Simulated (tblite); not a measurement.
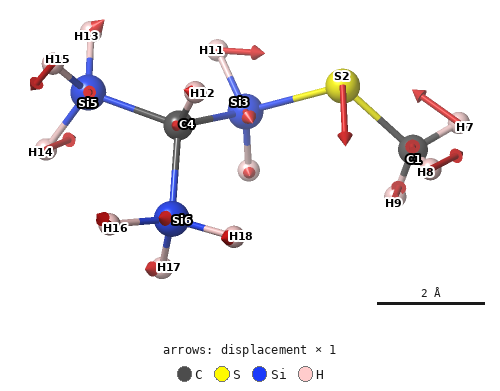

This is a relaxation of C2H12SSi3. The starting structure is drawn; red arrows show the displacements, at their true length. The two geometries are superimposed by the best rigid fit.

Style: ball-and-stick. Shown at a tilt.

These are results of GFN2-xTB geometry optimisation, gas phase (tblite), not measurements. 

> What happened in the run?

After 227 geometry steps the energy has fallen by 47.6 kJ/mol. The atom that moves furthest after the best rigid fit is the S atom (1.30 Å). Largest moves by element: S 1.30 Å, H 1.13 Å, Si 0.47 Å, C 0.39 Å. Near-neighbour distances that change, for instance: C–Si 1.854 → 1.910 Å, S–Si 2.105 → 2.147 Å, C–H 1.128 → 1.094 Å, C–H 1.115 → 1.085 Å. Bond angles that change, for instance: C–S–Si 114.1° → 99.0°, C–Si–H 104.2° → 113.7°, S–Si–H 114.7° → 107.0°. Groups turn about S–Si by about 65°, C–S by about 60°, C–Si by about 30°. The run took 3.5 s on 1 thread of Arm Neoverse N1 (shared host).
